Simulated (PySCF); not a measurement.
System: C₂H₃F₃ (1,1,1-trifluoroethane), SMILES CC(F)(F)F.

Simulated rotational absorption lines between 20 and 120 GHz at 20 K: rigid rotor with the equilibrium constants and dipole of one optimised conformer (PBE0-D3(BJ)/def2-SVP, PySCF 2.14.0), commonest isotopes; no centrifugal distortion, hyperfine structure, internal rotation or nuclear-spin weights; lines within 1 MHz of each other are summed. Lines of different type are drawn apart.

Question: What are the rotational constants, and what kind of rotor is it?

Answer: Rotational constants A, B, C = 5.528, 5.222, 5.222 GHz; Ray's κ = −1.00, a prolate symmetric top.

Question: Which dipole components drive the lines?

Answer:
|μa|, |μb|, |μc| = 2.17, 0.01, 0.02 D; a-type lines carry 100 % of the intensity in this range.

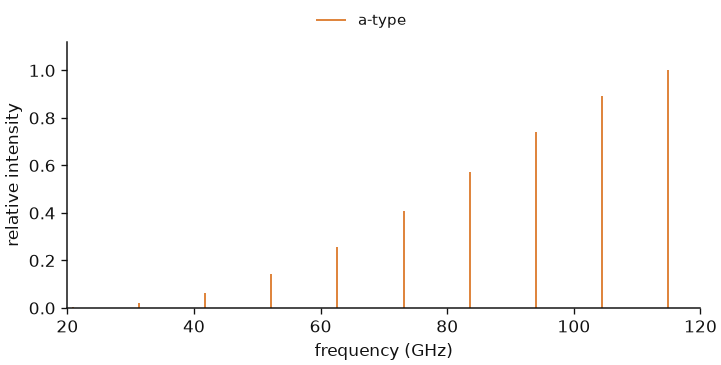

Caveats: coarse grid, loose stop and no frequency check, small forces are noise and the end may be a saddle.
